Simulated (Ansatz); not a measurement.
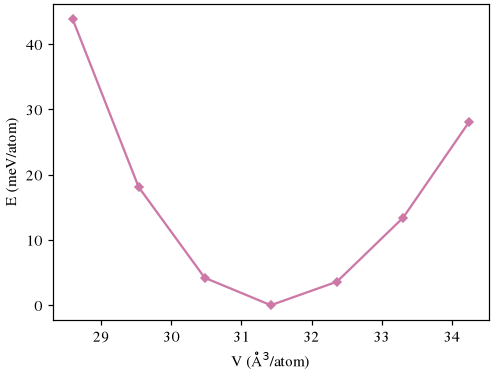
Figure: BiSb in space group R3m (No. 160; Sb on 3a, Bi on 3a) under volume change, LDA in the plane-wave PAW code Ansatz, shape and atoms relaxed at each volume.

Question: What does a third-order Birch–Murnaghan fit give for V₀, B₀ and B′?

Answer: V₀ = 31.42 Å³/atom, B₀ = 43.6 GPa, B′ = 6.4.

The first step of the workflow began from a Materials Project structure, measured or hypothetical; the Crystallography Open Database copy checked does not list it. Whether it is the stable phase at ambient conditions was not checked. The cell was relaxed with LDA under the symmetry of its start; of distortions, only those at the zone centre were tested. Spin–orbit coupling is left out wherever it is not named.

Potentials: the later of the program's two PAW sets.
